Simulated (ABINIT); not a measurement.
## CsPbI2Br (P4/mmm): G0W0 in ABINIT against the bands in the screening

Aim: move the bands in the screening of a G0W0 run on CsPbI2Br (P4/mmm) over a wide range.

Method: PBE and many-body steps on it, plane waves, in ABINIT 10.8.3.

## Step 1: The starting structure

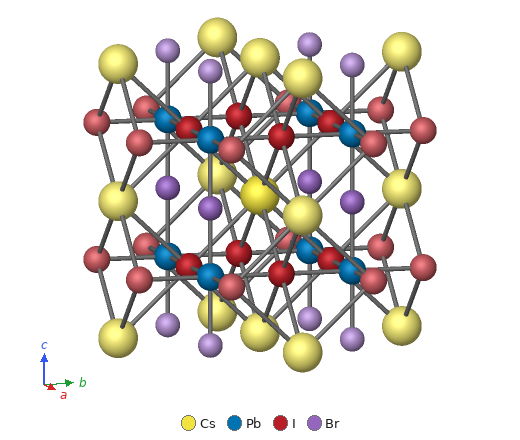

The cell as given, slightly off an axis (caesium yellow, lead blue, iodine red, bromine purple). Some periodic images of atoms are drawn too.

The cell and positions are those that the Materials Project relaxed with its own functionals (PBE, PBE+U or r2SCAN), kept fixed. Spin-orbit coupling is left out unless a step names it.

## Step 2: Screening, 2×2×2 mesh, 30 bands, screening to 106.1 eV

This step: ABINIT 10.8.3; RPA screening on PBE, plane waves, norm-conserving pseudopotentials.

The RPA dielectric matrix is built and inverted for each q.

run.abi

```
acell 3*1.0 Angstrom
rprim 
  6.375296000000 0.000000000000 0.000000000000
  0.000000000000 6.375296000000 0.000000000000
  0.000000000000 0.000000000000 5.962220000000
ntypat 4
znucl 55 82 53 35
natom 5
typat 1 2 3 3 4
xred 
  0.500000000000 0.500000000000 0.500000000000
  0.000000000000 0.000000000000 0.000000000000
  0.000000000000 0.500000000000 0.000000000000
  0.500000000000 0.000000000000 0.000000000000
  0.000000000000 0.000000000000 0.500000000000
pp_dirpath "pseudos"
pseudos "Cs.upf, Pb.upf, I.upf, Br.upf"
ecut 31
ngkpt 2 2 2
nshiftk 1
shiftk 0 0 0
kptopt 1
chksymbreak 0
istwfk *1
occopt 1
irdwfk 1
optdriver 3
nband 30
ecuteps 3.9
inclvkb 2
awtr 1
symchi 1
indata_prefix "in"
outdata_prefix "out"
tmpdata_prefix "tmp"
```

Command:

```console
OMP_NUM_THREADS=1 mpirun -n 4 abinit run.abi > log
```

The program printed:

```text
.Version 10.8.3 of ABINIT. v10.8.2 released Aug 2026.

 Symmetries : space group P4/m m m (#123); Bravais tP (primitive tetrag.)
[... echo of the input left out ...]
== DATASET  1 ==================================================================
-   mpi_nproc: 4, omp_nthreads: 1 (-1 if OMP is not activated)

--- !DatasetInfo
iteration_state: {dtset: 1, }
dimensions: {natom: 5, nkpt: 6, mband: 30, nsppol: 1, nspinor: 1, nspden: 1, mpw: 13544, }
cutoff_energies: {ecut:  31.0, pawecutdg:  -1.0, }
electrons: {nelect:   4.40000000E+01, charge:   0.00000000E+00, occopt:   1.00000000E+00, tsmear:   1.00000000E-02, }

 SCREENING: Calculation of the susceptibility and dielectric matrices

 Based on a program developped by R.W. Godby, V. Olevano, G. Onida, and L. Reining.
 Incorporated in ABINIT by V. Olevano, G.-M. Rignanese, and M. Torrent.
.Using double precision arithmetic ; gwpc =  8

[... cell and pseudopotentials left out ...]
--------------------------------------------------------------------------------

 ==== K-mesh for the wavefunctions ====
 Number of points in the irreducible wedge :     6
[... list of points left out ...]
 Together with 16 symmetry operations and time-reversal symmetry
 yields     8 points in the full Brillouin Zone.

 ==== Q-mesh for the screening function ====
 Number of points in the irreducible wedge :     6
[... list of points left out ...]
 Together with 16 symmetry operations and time-reversal symmetry
 yields     8 points in the full Brillouin Zone.

 setmesh: FFT mesh size selected  =    45x   45x   40
          total number of points  =        81000

 vcoul_init : cutoff-mode = AUXILIARY_FUNCTION
 q-points for optical limit:   1
     1)      0.000010    0.000020    0.000030

- screening: taking advantage of time-reversal symmetry
- Maximum band index for partially occupied states nbvw = 22
- Remaining bands to be divided among processors   nbcw = 8
- Number of bands treated by each node ~2

 Number of electrons calculated from density =   44.0000; Expected =   44.0000
 average of density, n =  0.026906
 r_s =    2.0702
 omega_plasma =   15.8227 [eV]

 calculating chi0 at frequencies [eV] :
  1    0.000000E+00    0.000000E+00
  2    0.000000E+00    1.582265E+01

--------------------------------------------------------------------------------
  q-point number  1        q = ( 0.000000, 0.000000, 0.000000) [r.l.u.]
--------------------------------------------------------------------------------
[... chi0 elements left out ...]
 For q-point:  0.000010 0.000020 0.000030
  dielectric constant =   9.4562
  dielectric constant without local fields =  10.6320

  Average fulfillment of the sum rule on Im[epsilon] for q-point    1 :     11.76  [%]
[... wings left out ...]
  q-point number  2        q = ( 0.500000, 0.000000, 0.000000) [r.l.u.]
--------------------------------------------------------------------------------
[... chi0 elements left out ...]
  Average fulfillment of the sum rule on Im[epsilon] for q-point    2 :     21.94  [%]

 [... 4 further q-points ...]
```

The job ended after 9.7 s (4 MPI ranks of Intel Xeon 6975P-C (Granite Rapids), shared host; peak memory 1.6 GiB; 38 s of CPU time).

Numbers from this step:

- ε∞ with local fields, on this mesh, along the program's q direction: 9.456
- the same without local fields: 10.63
- plasma frequency: 15.82 eV
- plane waves in the screening matrix: 603

Local fields lower ε∞ by 11 %. On a Γ-centred mesh this coarse the value itself is usually too large, while a short band sum pulls it down.

## Step 3: 30 bands

This step: G0W0 on PBE, plane waves, norm-conserving pseudopotentials.

run.abi, as its differences from that of step 2:

```diff
@@ -26,8 +26,17 @@
 irdwfk 1
-optdriver 3
-nband 30
+optdriver 4
+nband 99
+gwcalctyp 0
+ecutsigx 31
+symsigma 1
+nkptgw 2
+kptgw 
+  0.5000000000 0.5000000000 0.5000000000
+  0.0000000000 0.0000000000 0.0000000000
+bdgw 
+  21 24
+  21 24
 ecuteps 3.9
-inclvkb 2
-awtr 1
-symchi 1
+irdscr 1
+ppmodel 1
 indata_prefix "in"
```

The program printed:

```text
.Version 10.8.3 of ABINIT. v10.8.2 released Aug 2026.

 Symmetries : space group P4/m m m (#123); Bravais tP (primitive tetrag.)
[... echo of the input left out ...]
== DATASET  1 ==================================================================
-   mpi_nproc: 4, omp_nthreads: 1 (-1 if OMP is not activated)

--- !DatasetInfo
iteration_state: {dtset: 1, }
dimensions: {natom: 5, nkpt: 6, mband: 99, nsppol: 1, nspinor: 1, nspden: 1, mpw: 13544, }
cutoff_energies: {ecut:  31.0, pawecutdg:  -1.0, }
electrons: {nelect:   4.40000000E+01, charge:   0.00000000E+00, occopt:   1.00000000E+00, tsmear:   1.00000000E-02, }

 SIGMA: Calculation of the GW corrections

 Based on a program developped by R.W. Godby, V. Olevano, G. Onida, and L. Reining.
 Incorporated in ABINIT by V. Olevano, G.-M. Rignanese, and M. Torrent.
.Using double precision arithmetic ; gwpc =  8

[... cell and pseudopotentials left out ...]
--------------------------------------------------------------------------------

 ==== K-mesh for the wavefunctions ====
 Number of points in the irreducible wedge :     6
[... list of points left out ...]
 Together with 16 symmetry operations and time-reversal symmetry
 yields     8 points in the full Brillouin Zone.

 ==== Q-mesh for screening function ====
 Number of points in the irreducible wedge :     6
[... list of points left out ...]
 Together with 16 symmetry operations and time-reversal symmetry
 yields     8 points in the full Brillouin Zone.

 vcoul_init : cutoff-mode = AUXILIARY_FUNCTION
 q-points for optical limit:   1
     1)      0.000010    0.000020    0.000030
 setmesh: FFT mesh size selected  =    64x   64x   60
          total number of points  =       245760

 Number of electrons calculated from density =   44.0000; Expected =   44.0000
 average of density, n =  0.026906
 r_s =    2.0702
 omega_plasma =   15.8227 [eV]

 === KS Band Gaps ===
  >>>> For spin  1
   Minimum direct gap =   1.4643 [eV], located at k-point      :   0.5000  0.5000  0.5000
   Fundamental gap    =   1.4643 [eV], Top of valence bands at :   0.5000  0.5000  0.5000
                                       Bottom of conduction at :   0.5000  0.5000  0.5000
 SIGMA fundamental parameters:
 PLASMON POLE MODEL  1
 number of plane-waves for SigmaX                13465
 number of plane-waves for SigmaC and W            603
 number of plane-waves for wavefunctions         13465
 number of bands                                    99
 number of independent spin polarizations            1
 number of spinorial components                      1
 number of k-points in IBZ                           6
 number of q-points in IBZ                           6
 number of symmetry operations                      16
 number of k-points in BZ                            8
 number of q-points in BZ                            8
 number of frequencies for dSigma/dE                 9
 frequency step for dSigma/dE [eV]                0.25
 number of omega for Sigma on real axis              0
 max omega for Sigma on real axis  [eV]           0.00
 zcut for avoiding poles [eV]                     0.10

 EPSILON^-1 parameters (SCR file):
 dimension of the eps^-1 matrix on file            603
 dimension of the eps^-1 matrix used               603
 number of plane-waves for wavefunctions         13465
 number of bands                                    30
 number of q-points in IBZ                           6
 number of frequencies                               2
 number of real frequencies                          1
 number of imag frequencies                          1

 matrix elements of self-energy operator (all in [eV])

 Perturbative Calculation

--- !SelfEnergy_ee
iteration_state: {dtset: 1, }
kpoint     : [   0.500,    0.500,    0.500, ]
spin       : 1
KS_gap     :    1.464
QP_gap     :    2.372
Delta_QP_KS:    0.907
data: !SigmaeeData |
     Band     E0 <VxcDFT>   SigX SigC(E0)      Z dSigC/dE  Sig(E)    E-E0       E
       21   0.212 -11.202 -13.988   2.429   0.774  -0.293 -11.478  -0.276  -0.065
       22   1.059 -12.738 -14.703   1.905   0.784  -0.275 -12.785  -0.047   1.012
       23   2.524  -9.504  -6.470  -1.947   0.792  -0.263  -8.643   0.861   3.384
       24   2.524  -9.504  -6.470  -1.947   0.792  -0.263  -8.643   0.861   3.384

--- !SelfEnergy_ee
iteration_state: {dtset: 1, }
kpoint     : [   0.000,    0.000,    0.000, ]
spin       : 1
KS_gap     :    4.416
QP_gap     :    5.688
Delta_QP_KS:    1.272
data: !SigmaeeData |
     Band     E0 <VxcDFT>   SigX SigC(E0)      Z dSigC/dE  Sig(E)    E-E0       E
       21  -0.204 -11.079 -13.977   2.500   0.767  -0.304 -11.384  -0.305  -0.509
       22  -0.204 -11.079 -13.977   2.500   0.767  -0.304 -11.384  -0.305  -0.509
       23   4.212  -5.717  -2.343  -2.210   0.831  -0.204  -4.750   0.967   5.179
       24   5.103  -5.996  -2.567  -2.185   0.831  -0.203  -4.962   1.035   6.138

== END DATASET(S) ==============================================================
================================================================================

 -outvars: echo values of variables after computation  --------
           etotal      0.0000000000E+00
            nband          99
             nkpt           6
          spgroup         123
 [... the other variables as echoed above ...]

 Calculation completed.
```

Wall time 19 s (4 MPI ranks); peak memory 1.9 GiB.

Numbers from this step:

- G0W0 gap on the points computed: 2.372 eV
- starting gap on the mesh: 1.465 eV
- k of the valence top: 0.5, 0.5, 0.5
- k of the conduction bottom: 0.5, 0.5, 0.5
- Z at the valence top: 0.784
- Z at the conduction bottom: 0.792
- least direct G0W0 gap on the computed points: 2.372 eV

## Step 4: Screening, 2×2×2 mesh, 39 bands, screening to 106.1 eV

This step: RPA screening on PBE, plane waves, norm-conserving pseudopotentials.

run.abi, as its differences from that of step 3:

```diff
@@ -26,17 +26,8 @@
 irdwfk 1
-optdriver 4
-nband 99
-gwcalctyp 0
-ecutsigx 31
-symsigma 1
-nkptgw 2
-kptgw 
-  0.5000000000 0.5000000000 0.5000000000
-  0.0000000000 0.0000000000 0.0000000000
-bdgw 
-  21 24
-  21 24
+optdriver 3
+nband 39
 ecuteps 3.9
-irdscr 1
-ppmodel 1
+inclvkb 2
+awtr 1
+symchi 1
 indata_prefix "in"
```

The program printed:

```text
.Version 10.8.3 of ABINIT. v10.8.2 released Aug 2026.

 Symmetries : space group P4/m m m (#123); Bravais tP (primitive tetrag.)
[... echo of the input left out ...]
== DATASET  1 ==================================================================
-   mpi_nproc: 4, omp_nthreads: 1 (-1 if OMP is not activated)

--- !DatasetInfo
iteration_state: {dtset: 1, }
dimensions: {natom: 5, nkpt: 6, mband: 39, nsppol: 1, nspinor: 1, nspden: 1, mpw: 13544, }
cutoff_energies: {ecut:  31.0, pawecutdg:  -1.0, }
electrons: {nelect:   4.40000000E+01, charge:   0.00000000E+00, occopt:   1.00000000E+00, tsmear:   1.00000000E-02, }

 SCREENING: Calculation of the susceptibility and dielectric matrices

 Based on a program developped by R.W. Godby, V. Olevano, G. Onida, and L. Reining.
 Incorporated in ABINIT by V. Olevano, G.-M. Rignanese, and M. Torrent.
.Using double precision arithmetic ; gwpc =  8

[... cell and pseudopotentials left out ...]
--------------------------------------------------------------------------------

 ==== K-mesh for the wavefunctions ====
 Number of points in the irreducible wedge :     6
[... list of points left out ...]
 Together with 16 symmetry operations and time-reversal symmetry
 yields     8 points in the full Brillouin Zone.

 ==== Q-mesh for the screening function ====
 Number of points in the irreducible wedge :     6
[... list of points left out ...]
 Together with 16 symmetry operations and time-reversal symmetry
 yields     8 points in the full Brillouin Zone.

 setmesh: FFT mesh size selected  =    45x   45x   40
          total number of points  =        81000

 vcoul_init : cutoff-mode = AUXILIARY_FUNCTION
 q-points for optical limit:   1
     1)      0.000010    0.000020    0.000030

- screening: taking advantage of time-reversal symmetry
- Maximum band index for partially occupied states nbvw = 22
- Remaining bands to be divided among processors   nbcw = 17
- Number of bands treated by each node ~4

 Number of electrons calculated from density =   44.0000; Expected =   44.0000
 average of density, n =  0.026906
 r_s =    2.0702
 omega_plasma =   15.8227 [eV]

 calculating chi0 at frequencies [eV] :
  1    0.000000E+00    0.000000E+00
  2    0.000000E+00    1.582265E+01

--------------------------------------------------------------------------------
  q-point number  1        q = ( 0.000000, 0.000000, 0.000000) [r.l.u.]
--------------------------------------------------------------------------------
[... chi0 elements left out ...]
 For q-point:  0.000010 0.000020 0.000030
  dielectric constant =   9.7846
  dielectric constant without local fields =  11.1617

  Average fulfillment of the sum rule on Im[epsilon] for q-point    1 :     22.26  [%]
[... wings left out ...]
  q-point number  2        q = ( 0.500000, 0.000000, 0.000000) [r.l.u.]
--------------------------------------------------------------------------------
[... chi0 elements left out ...]
  Average fulfillment of the sum rule on Im[epsilon] for q-point    2 :     35.94  [%]

 [... 4 further q-points ...]
```

The job ended after 18 s (4 MPI ranks; peak memory 1.7 GiB).

Numbers from this step:

* ε∞ with local fields, on this mesh, along the program's q direction: 9.785
* the same without local fields: 11.16
* plasma frequency: 15.82 eV
* plane waves in the screening matrix: 603

## Step 5: 39 bands

The self-energy is evaluated for the states that the input lists, and the levels follow from it, in one-shot runs by the linearised quasiparticle equation.

This step: G0W0 on PBE, plane waves, norm-conserving pseudopotentials.

run.abi, as its differences from that of step 4:

```diff
@@ -26,8 +26,17 @@
 irdwfk 1
-optdriver 3
-nband 39
+optdriver 4
+nband 99
+gwcalctyp 0
+ecutsigx 31
+symsigma 1
+nkptgw 2
+kptgw 
+  0.5000000000 0.5000000000 0.5000000000
+  0.0000000000 0.0000000000 0.0000000000
+bdgw 
+  21 24
+  21 24
 ecuteps 3.9
-inclvkb 2
-awtr 1
-symchi 1
+irdscr 1
+ppmodel 1
 indata_prefix "in"
```

The program printed:

```text
.Version 10.8.3 of ABINIT. v10.8.2 released Aug 2026.

 Symmetries : space group P4/m m m (#123); Bravais tP (primitive tetrag.)
[... echo of the input left out ...]
== DATASET  1 ==================================================================
-   mpi_nproc: 4, omp_nthreads: 1 (-1 if OMP is not activated)

--- !DatasetInfo
iteration_state: {dtset: 1, }
dimensions: {natom: 5, nkpt: 6, mband: 99, nsppol: 1, nspinor: 1, nspden: 1, mpw: 13544, }
cutoff_energies: {ecut:  31.0, pawecutdg:  -1.0, }
electrons: {nelect:   4.40000000E+01, charge:   0.00000000E+00, occopt:   1.00000000E+00, tsmear:   1.00000000E-02, }

 SIGMA: Calculation of the GW corrections

 Based on a program developped by R.W. Godby, V. Olevano, G. Onida, and L. Reining.
 Incorporated in ABINIT by V. Olevano, G.-M. Rignanese, and M. Torrent.
.Using double precision arithmetic ; gwpc =  8

[... cell and pseudopotentials left out ...]
--------------------------------------------------------------------------------

 ==== K-mesh for the wavefunctions ====
 Number of points in the irreducible wedge :     6
[... list of points left out ...]
 Together with 16 symmetry operations and time-reversal symmetry
 yields     8 points in the full Brillouin Zone.

 ==== Q-mesh for screening function ====
 Number of points in the irreducible wedge :     6
[... list of points left out ...]
 Together with 16 symmetry operations and time-reversal symmetry
 yields     8 points in the full Brillouin Zone.

 vcoul_init : cutoff-mode = AUXILIARY_FUNCTION
 q-points for optical limit:   1
     1)      0.000010    0.000020    0.000030
 setmesh: FFT mesh size selected  =    64x   64x   60
          total number of points  =       245760

 Number of electrons calculated from density =   44.0000; Expected =   44.0000
[...]
number of omega for Sigma on real axis              0
 max omega for Sigma on real axis  [eV]           0.00
 zcut for avoiding poles [eV]                     0.10

 EPSILON^-1 parameters (SCR file):
 dimension of the eps^-1 matrix on file            603
 dimension of the eps^-1 matrix used               603
 number of plane-waves for wavefunctions         13465
 number of bands                                    39
 number of q-points in IBZ                           6
 number of frequencies                               2
 number of real frequencies                          1
 number of imag frequencies                          1

 matrix elements of self-energy operator (all in [eV])

 Perturbative Calculation

--- !SelfEnergy_ee
iteration_state: {dtset: 1, }
kpoint     : [   0.500,    0.500,    0.500, ]
spin       : 1
KS_gap     :    1.464
QP_gap     :    2.239
Delta_QP_KS:    0.775
data: !SigmaeeData |
     Band     E0 <VxcDFT>   SigX SigC(E0)      Z dSigC/dE  Sig(E)    E-E0       E
       21   0.212 -11.202 -13.988   2.538   0.776  -0.289 -11.394  -0.193   0.019
       22   1.059 -12.738 -14.703   1.946   0.788  -0.269 -12.753  -0.014   1.045
       23   2.524  -9.504  -6.470  -2.082   0.798  -0.253  -8.744   0.760   3.284
[...]
--- !SelfEnergy_ee
iteration_state: {dtset: 1, }
kpoint     : [   0.000,    0.000,    0.000, ]
spin       : 1
KS_gap     :    4.416
QP_gap     :    5.323
Delta_QP_KS:    0.906
data: !SigmaeeData |
     Band     E0 <VxcDFT>   SigX SigC(E0)      Z dSigC/dE  Sig(E)    E-E0       E
[...]
23   4.212  -5.717  -2.343  -2.562   0.831  -0.203  -5.042   0.674   4.887
       24   5.103  -5.996  -2.567  -2.503   0.831  -0.203  -5.226   0.770   5.873

== END DATASET(S) ==============================================================
================================================================================

 -outvars: echo values of variables after computation  --------
           etotal      0.0000000000E+00
            nband          99
             nkpt           6
          spgroup         123
 [... the other variables as echoed above ...]

 Calculation completed.
```

Wall time 19 s (4 MPI ranks); peak memory 1.9 GiB; 74 s of CPU time.

This step gave:

- G0W0 gap on the points computed: 2.239 eV
- starting gap on the mesh: 1.465 eV
- k of the valence top: 0.5, 0.5, 0.5
- k of the conduction bottom: 0.5, 0.5, 0.5
- Z at the valence top: 0.788
- Z at the conduction bottom: 0.798
- least direct G0W0 gap on the computed points: 2.239 eV

The gap on the mesh goes from 1.46 eV to 2.24 eV, a correction of +0.77 eV.

(Part 1 of 2 ends here.)

[Paths, hosts, dates, memory and timing lines, banners, echoed tables and standing remarks are left out of the program output.]

[Logs are printed without paths, hosts, clocks, repeated set-up lines and the standing remarks that a program may print on its own settings, such as how far it seeks lower states.]

[Runs of the session that timed out or met a known fault of the program may be left out.]

[Hosts, paths, dates, database ids (printed as entryN), source tags and the programs' standing remarks are cut or masked in the printed files.]

[G0W0 gaps are taken among the corrected bands and points alone; a level outside them can change the order at an edge.]

[Where Ansatz stands beside ABINIT at settings called matched, ABINIT's density can come from a denser mesh and the files from another edition; pairs whose starting gaps differed by over 0.03 eV were left out, so agreement reads better than it is.]
